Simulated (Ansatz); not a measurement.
**Geometry relaxation, with input and output: Si2H5O (charge +1) (part 1 of 2)**

Si2H5O, charge +1, computed with RKS PBE0-D4/def2-TZVP (Ansatz 0.2.0).

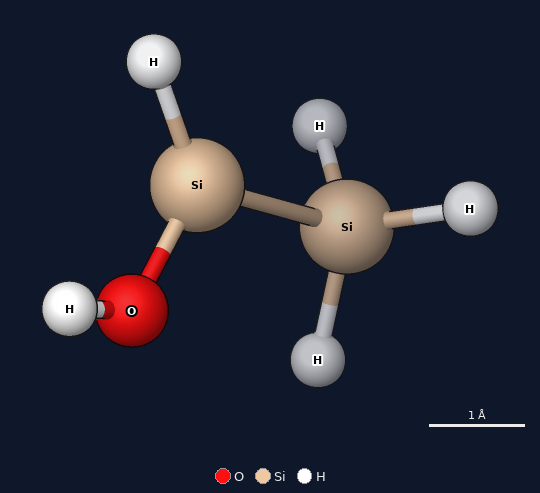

*The starting structure (ball-and-stick view, seen at a tilt).*

Bond lengths as drawn: H–O 0.98 Å, H–Si 1.49 to 1.50 Å, O–Si 1.63 Å and Si–Si 2.37 Å.

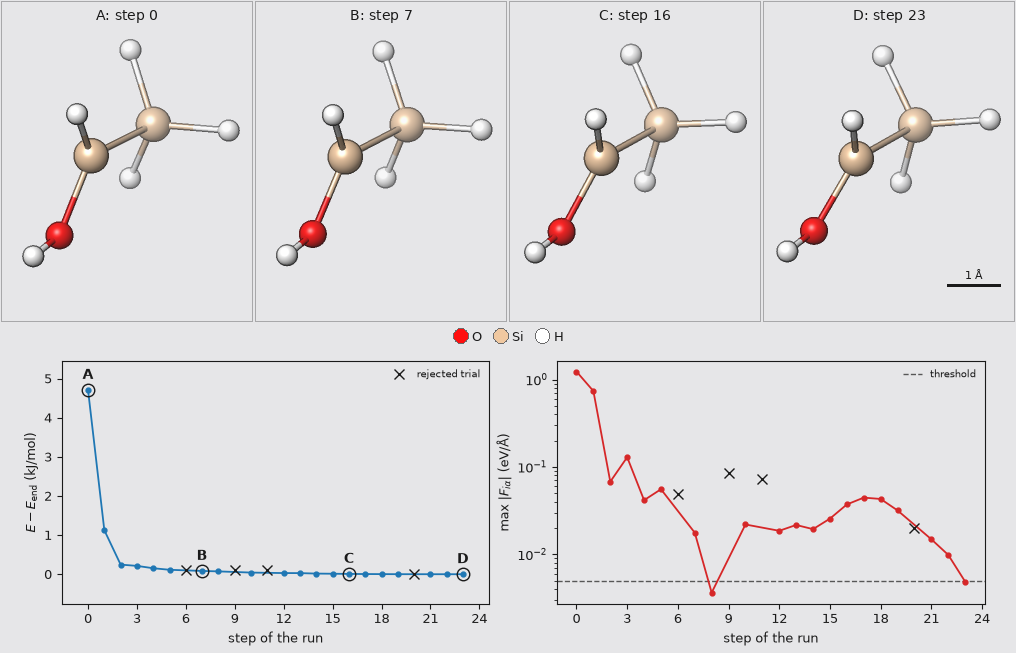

*Frames of the relaxation (ball-and-stick view, seen at a tilt) above the curves, on which the letters mark them (the first geometry is step 0 here and step 1 in the log).*

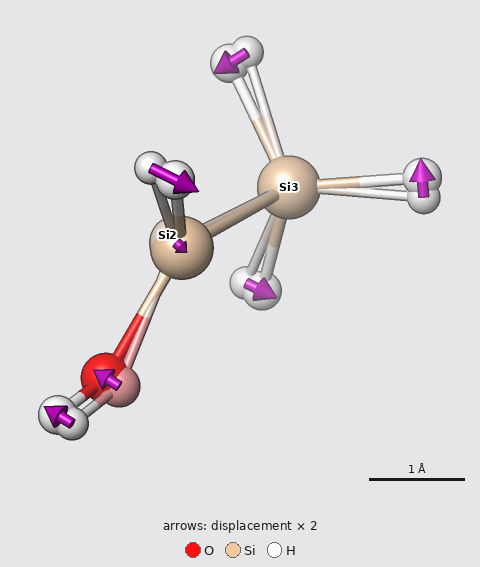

*Start (faint) and end (solid) with the displacements as pink arrows, magnified 2 times (ball-and-stick view, seen at a tilt). The two geometries are laid on each other by the best rigid fit.*

After 23 geometry steps the energy has fallen by 4.71 kJ/mol. Largest force component: 1.2 eV/Å at the start, 0.0049 eV/Å at the end. The line search rejected the trial steps at points 6, 9, 11, 20 (counted from 0) and went back. The largest move after the best rigid fit is that of H5, 0.29 Å. Largest moves by element: H 0.29 Å, O 0.17 Å, Si 0.08 Å. Among the contacts that change: O1–Si2 1.625 → 1.585 Å, Si2–H5 1.502 → 1.483 Å, Si3–H8 1.494 → 1.476 Å, O1–H4 0.981 → 0.965 Å. Among the angles that change: Si2–O1–H4 124.5° → 126.6°, O1–Si2–Si3 115.1° → 117.1°. (Atoms are counted from 1 in the order of the input.)

These pictures come from the run below.

Input file:
```yaml
crystal:
  periodic: [false, false, false]
  atoms:
    - {symbol: O, position_ang: [-1.635793, 0.103553, -0.785925]}
    - {symbol: Si, position_ang: [-0.040360, 0.377217, -0.641440]}
    - {symbol: Si, position_ang: [1.046507, -0.886408, 1.041975]}
    - {symbol: H, position_ang: [-2.222983, 0.561798, -1.424537]}
    - {symbol: H, position_ang: [0.503517, 1.409952, -1.586582]}
    - {symbol: H, position_ang: [1.196014, 0.123121, 2.140235]}
    - {symbol: H, position_ang: [2.342649, -1.279078, 0.405826]}
    - {symbol: H, position_ang: [0.089001, -1.998611, 1.322479]}
basis:
  gaussian: {orbitals: def2-TZVP}
total_charge: 1
hamiltonian: {xc: pbe0, dispersion: d4}
relax: {f_tol: 0.005, max_steps: 200}
```

Launched with:
```bash
ansatz run in.yaml --threads 2 --pin off --events-out ev --progress --plain --max-ram 4352MiB
```

What the program printed:
```
Functional definition: PBE0
  name "PBE0"
  cite "Adamo & Barone, J. Chem. Phys. 110, 6158 (1999) doi:10.1063/1.478522"
  cite "Perdew, Burke & Ernzerhof, Phys. Rev. Lett. 77, 3865 (1996) doi:10.1103/PhysRevLett.77.3865"
  parent pbe
  parameter a = 0.25
  parameter kappa = 0.804
  parameter beta = 0.06672455060314922
  exchange = (1 - a)*pbe_x(kappa = kappa, mu = beta*pi^2/3) + a*exact_x
  correlation = pbe_c(beta = beta)
907 factors; their error is unknown
mean field evaluation 1: about -17857.8723 eV, gradient 8.2e1 eV
mean field evaluation 2: about -17800.6185 eV, gradient 1.6e2 eV
mean field evaluation 4: about -17868.7635 eV, gradient 5.3e0 eV
mean field evaluation 8: about -17868.8300 eV, gradient 6.3e-2 eV
mean field evaluation 16: about -17868.9000 eV, gradient 6.1e-5 eV
mean field -17868.90000246 eV, -656.6699631149 hartree, gradient 6.1e-5 eV, S^2 0.000000; 0 other end points of the search recorded, 0 dependent functions left out
the calculation of the forces begins
reference -17868.90003628 eV, -656.6699643580 hartree; 20, 20 occupied and 115, 115 virtual orbitals, 907 factors
relax step   1: F+E_penalty+E_count = -17869.00500712 eV  Δ(F+E_penalty+E_count) = +0.000e0 eV  max|allowed force component| = 1.233e0 eV/Å  Δτ_max = 0.0000 Å  (25 SCF iters, accepted)
these checks for a lower state are left out or cut short: starts, cluster_reference, orbital_swaps, neighbouring_geometries, increment
907 factors; their error is unknown
mean field -17868.93687984 eV, -656.6713183336 hartree, gradient 8.8e-6 eV, S^2 0.000000; 0 other end points of the search recorded, 0 dependent functions left out
[... from here on the field's lines of each further geometry are left out, up to the last ...]
relax step   2: F+E_penalty+E_count = -17869.04214880 eV  Δ(F+E_penalty+E_count) = -3.714e-2 eV  max|allowed force component| = 7.378e-1 eV/Å  Δτ_max = 0.0278 Å  (28 SCF iters, accepted)
relax step   3: F+E_penalty+E_count = -17869.05125394 eV  Δ(F+E_penalty+E_count) = -9.105e-3 eV  max|allowed force component| = 6.780e-2 eV/Å  Δτ_max = 0.0143 Å  (28 SCF iters, accepted)
relax step   4: F+E_penalty+E_count = -17869.05159014 eV  Δ(F+E_penalty+E_count) = -3.362e-4 eV  max|allowed force component| = 1.291e-1 eV/Å  Δτ_max = 0.0242 Å  (28 SCF iters, accepted)
relax step   5: F+E_penalty+E_count = -17869.05221421 eV  Δ(F+E_penalty+E_count) = -6.241e-4 eV  max|allowed force component| = 4.164e-2 eV/Å  Δτ_max = 0.0084 Å  (29 SCF iters, accepted)
relax step   6: F+E_penalty+E_count = -17869.05262260 eV  Δ(F+E_penalty+E_count) = -4.084e-4 eV  max|allowed force component| = 5.556e-2 eV/Å  Δτ_max = 0.0241 Å  (28 SCF iters, accepted)
relax step   7: F+E_penalty+E_count = -17869.05261565 eV  Δ(F+E_penalty+E_count) = +6.946e-6 eV  max|allowed force component| = 4.924e-2 eV/Å  Δτ_max = 0.0194 Å  (28 SCF iters, rejected (line search))
relax step   8: F+E_penalty+E_count = -17869.05293347 eV  Δ(F+E_penalty+E_count) = -3.109e-4 eV  max|allowed force component| = 1.769e-2 eV/Å  Δτ_max = 0.0094 Å  (29 SCF iters, accepted)
relax step   9: F+E_penalty+E_count = -17869.05304907 eV  Δ(F+E_penalty+E_count) = -1.156e-4 eV  max|allowed force component| = 3.644e-3 eV/Å  Δτ_max = 0.0184 Å  (29 SCF iters, accepted)
relax step  10: F+E_penalty+E_count = -17869.05279983 eV  Δ(F+E_penalty+E_count) = +2.492e-4 eV  max|allowed force component| = 8.591e-2 eV/Å  Δτ_max = 0.1479 Å  (29 SCF iters, rejected (line search))
relax step  11: F+E_penalty+E_count = -17869.05336134 eV  Δ(F+E_penalty+E_count) = -3.123e-4 eV  max|allowed force component| = 2.196e-2 eV/Å  Δτ_max = 0.0726 Å  (29 SCF iters, accepted)
relax step  12: F+E_penalty+E_count = -17869.05280129 eV  Δ(F+E_penalty+E_count) = +5.601e-4 eV  max|allowed force component| = 7.217e-2 eV/Å  Δτ_max = 0.0731 Å  (29 SCF iters, rejected (line search))
relax step  13: F+E_penalty+E_count = -17869.05349157 eV  Δ(F+E_penalty+E_count) = -1.302e-4 eV  max|allowed force component| = 1.859e-2 eV/Å  Δτ_max = 0.0358 Å  (28 SCF iters, accepted)
relax step  14: F+E_penalty+E_count = -17869.05350481 eV  Δ(F+E_penalty+E_count) = -1.324e-5 eV  max|allowed force component| = 2.167e-2 eV/Å  Δτ_max = 0.0367 Å  (29 SCF iters, accepted)
relax step  15: F+E_penalty+E_count = -17869.05363041 eV  Δ(F+E_penalty+E_count) = -1.256e-4 eV  max|allowed force component| = 1.942e-2 eV/Å  Δτ_max = 0.0098 Å  (29 SCF iters, accepted)
relax step  16: F+E_penalty+E_count = -17869.05366907 eV  Δ(F+E_penalty+E_count) = -3.866e-5 eV  max|allowed force component| = 2.561e-2 eV/Å  Δτ_max = 0.0081 Å  (29 SCF iters, accepted)
relax step  17: F+E_penalty+E_count = -17869.05371907 eV  Δ(F+E_penalty+E_count) = -5.000e-5 eV  max|allowed force component| = 3.719e-2 eV/Å  Δτ_max = 0.0177 Å  (29 SCF iters, accepted)
relax step  18: F+E_penalty+E_count = -17869.05375063 eV  Δ(F+E_penalty+E_count) = -3.156e-5 eV  max|allowed force component| = 4.455e-2 eV/Å  Δτ_max = 0.0190 Å  (29 SCF iters, accepted)
relax step  19: F+E_penalty+E_count = -17869.05376997 eV  Δ(F+E_penalty+E_count) = -1.934e-5 eV  max|allowed force component| = 4.300e-2 eV/Å  Δτ_max = 0.0161 Å  (29 SCF iters, accepted)
relax step  20: F+E_penalty+E_count = -17869.05378797 eV  Δ(F+E_penalty+E_count) = -1.800e-5 eV  max|allowed force component| = 3.182e-2 eV/Å  Δτ_max = 0.0182 Å  (29 SCF iters, accepted)
relax step  21: F+E_penalty+E_count = -17869.05378545 eV  Δ(F+E_penalty+E_count) = +2.514e-6 eV  max|allowed force component| = 2.025e-2 eV/Å  Δτ_max = 0.0198 Å  (29 SCF iters, rejected (line search))
relax step  22: F+E_penalty+E_count = -17869.05379686 eV  Δ(F+E_penalty+E_count) = -8.895e-6 eV  max|allowed force component| = 1.487e-2 eV/Å  Δτ_max = 0.0097 Å  (29 SCF iters, accepted)
relax step  23: F+E_penalty+E_count = -17869.05379758 eV  Δ(F+E_penalty+E_count) = -7.216e-7 eV  max|allowed force component| = 9.862e-3 eV/Å  Δτ_max = 0.0059 Å  (29 SCF iters, accepted)
the calculation of the forces begins
reference -17868.94849992 eV, -656.6717453639 hartree; 20, 20 occupied and 115, 115 virtual orbitals, 907 factors
relax step  24: F+E_penalty+E_count = -17869.05380276 eV  Δ(F+E_penalty+E_count) = -5.172e-6 eV  max|allowed force component| = 4.882e-3 eV/Å  Δτ_max = 0.0036 Å  (21 SCF iters, accepted)
907 factors; their error is unknown
mean field evaluation 192: about -17868.9485 eV, gradient 3.5e-4 eV
mean field -17868.94846636 eV, -656.6717441304 hartree, gradient 1.4e-5 eV, S^2 0.000000; 1 other end points of the search recorded, 0 dependent functions left out
the calculation of the forces begins
reference -17868.94849992 eV, -656.6717453639 hartree; 20, 20 occupied and 115, 115 virtual orbitals, 907 factors
Total energy: -17869.05383632 eV, -656.6756164051 hartree
Atom 0 at    -1.578586     0.013869    -0.916808 Å, force     0.001146     0.004882    -0.003674 eV/Å
Atom 1 at    -0.081786     0.412773    -0.580702 Å, force    -0.001540     0.000051    -0.000375 eV/Å
Atom 2 at     1.035300    -0.880179     1.048239 Å, force     0.000048     0.000159    -0.000227 eV/Å
Atom 3 at    -2.159737     0.445637    -1.555461 Å, force     0.002020    -0.003252     0.003654 eV/Å
Atom 4 at     0.429725     1.572022    -1.351979 Å, force    -0.001142    -0.001947     0.001086 eV/Å
Atom 5 at     1.392350     0.134123     2.065300 Å, force    -0.000161    -0.000355    -0.000734 eV/Å
Atom 6 at     2.198945    -1.399068     0.294970 Å, force    -0.000720     0.000278     0.000513 eV/Å
Atom 7 at     0.042341    -1.887633     1.468472 Å, force     0.000351     0.000184    -0.000243 eV/Å
Dipole moment:    -0.004812     0.358027    -0.312362 e Å
```

Trajectory as extended XYZ (Å, eV, eV/Å), 24 frames, from step=1 to step=24:
```
8
Properties=species:S:1:pos:R:3:forces:R:3 step=1 energy=-17869.00501
O    -1.6358    0.1036   -0.7859    0.9228   0.5663  -0.3451
Si   -0.0404    0.3772   -0.6414   -1.2331  -0.0628  -0.2668
Si    1.0465   -0.8864    1.0420    0.0891  -0.0771   0.1265
H    -2.2230    0.5618   -1.4245    0.4715  -0.3209   0.4629
H     0.5035    1.4100   -1.5866   -0.1355  -0.2231   0.2037
H     1.1960    0.1231    2.1402   -0.0414  -0.2135  -0.2462
H     2.3426   -1.2791    0.4058   -0.2854   0.0847   0.1266
H     0.0890   -1.9986    1.3225    0.2119   0.2465  -0.0615
8
Properties=species:S:1:pos:R:3:forces:R:3 step=2 energy=-17869.04215
O    -1.6273    0.1071   -0.7889    0.6641   0.2395  -0.0692
Si   -0.0490    0.3697   -0.6339   -0.7378  -0.0904  -0.1181
Si    1.0461   -0.8857    1.0407    0.0147  -0.0154   0.0252
H    -2.1988    0.5661   -1.4241    0.1047  -0.0999   0.1328
H     0.4902    1.3936   -1.5684   -0.0278  -0.0513   0.0538
H     1.1912    0.1208    2.1230   -0.0053  -0.0552  -0.0538
H     2.3271   -1.2722    0.4023   -0.0686   0.0209   0.0318
H     0.0991   -1.9880    1.3213    0.0560   0.0518  -0.0025
8
Properties=species:S:1:pos:R:3:forces:R:3 step=3 energy=-17869.05125
O    -1.6145    0.1103   -0.7914    0.0147   0.0490  -0.0543
Si   -0.0565    0.3664   -0.6383    0.0151  -0.0296   0.0649
Si    1.0401   -0.8846    1.0382    0.0177  -0.0034  -0.0027
H    -2.1849    0.5684   -1.4214   -0.0678  -0.0255   0.0053
H     0.4813    1.3919   -1.5644    0.0186   0.0010  -0.0018
H     1.1894    0.1164    2.1189   -0.0002   0.0128  -0.0025
H     2.3164   -1.2674    0.3987    0.0086  -0.0039  -0.0030
H     0.1072   -1.9899    1.3319   -0.0068  -0.0005  -0.0060
8
Properties=species:S:1:pos:R:3:forces:R:3 step=4 energy=-17869.05159
O    -1.6261    0.1136   -0.8035   -0.0165   0.0198  -0.0245
Si   -0.0702    0.3590   -0.6309    0.1291   0.0233   0.0235
Si    1.0452   -0.8840    1.0385   -0.0390  -0.0273   0.0094
H    -2.1928    0.5752   -1.4341   -0.0574  -0.0183  -0.0024
H     0.4929    1.3836   -1.5449   -0.0229  -0.0061  -0.0002
H     1.1959    0.1207    2.1158    0.0022   0.0104  -0.0048
H     2.3191   -1.2667    0.3934   -0.0012   0.0081  -0.0120
H     0.1147   -1.9898    1.3378    0.0057  -0.0100   0.0110
8
Properties=species:S:1:pos:R:3:forces:R:3 step=5 energy=-17869.05221
O    -1.6226    0.1137   -0.8028    0.0226   0.0416  -0.0355
Si   -0.0657    0.3629   -0.6291    0.0282  -0.0144   0.0104
Si    1.0421   -0.8870    1.0402   -0.0215  -0.0027  -0.0055
H    -2.1917    0.5717   -1.4345   -0.0345  -0.0259   0.0155
H     0.4934    1.3873   -1.5455   -0.0098  -0.0026   0.0070
H     1.1939    0.1236    2.1122    0.0091  -0.0032   0.0021
H     2.3136   -1.2655    0.3873    0.0019   0.0028   0.0036
H     0.1155   -1.9952    1.3442    0.0041   0.0043   0.0024
```
